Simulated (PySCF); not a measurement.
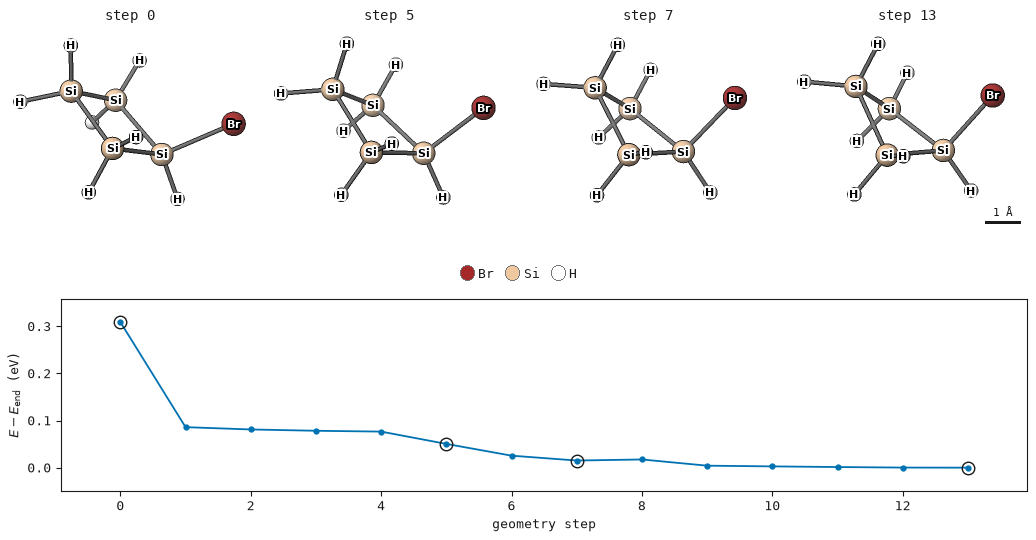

Frames of a relaxation of Si₄H₇Br, marked on the history of the run. A ball-and-stick model, seen from a free direction.

The start comes from GFN2-xTB. Its atoms were then displaced at random by about 0.01 Å.

Level of theory: PBE0-D3(BJ)/def2-SVP geometry optimisation, gas phase (PySCF). 

Describe the path.

Answer. The Br atom moves most after the best rigid fit: 1.04 Å. By element the largest moves are Br 1.04 Å, H 0.88 Å, Si 0.27 Å. Near-neighbour distances that change, for instance: H–Si 1.448 → 1.493 Å, Si–Si 2.331 → 2.369 Å, Br–Si 2.286 → 2.253 Å, Si–Si 2.382 → 2.354 Å. Among the angles between lasting bonds that change: Br–Si–H 97.4° → 108.3°, Si–Si–H 117.2° → 108.8°, Br–Si–Si 111.5° → 103.8°. Over 13 geometry steps the energy falls by 0.309 eV. The run took 4.2 min on 1 thread of Arm Neoverse N1 (shared host). From step 0 to 5: the Br atom moves most (0.57 Å), energy −0.259 eV. From step 5 to 7: the Br atom moves most (0.38 Å), energy −0.035 eV. From step 7 to 13: an H atom moves most (0.19 Å), energy −0.015 eV.

| step | E − E(0), eV |
| --- | --- |
| 0 | 0.0000 |
| 1 | -0.2230 |
| 2 | -0.2279 |
| 3 | -0.2307 |
| 4 | -0.2325 |
| 5 | -0.2586 |
| 6 | -0.2835 |
| 7 | -0.2939 |
| 8 | -0.2916 |
| 9 | -0.3048 |
| 10 | -0.3063 |
| 11 | -0.3077 |
| 12 | -0.3088 |
| 13 | -0.3090 |
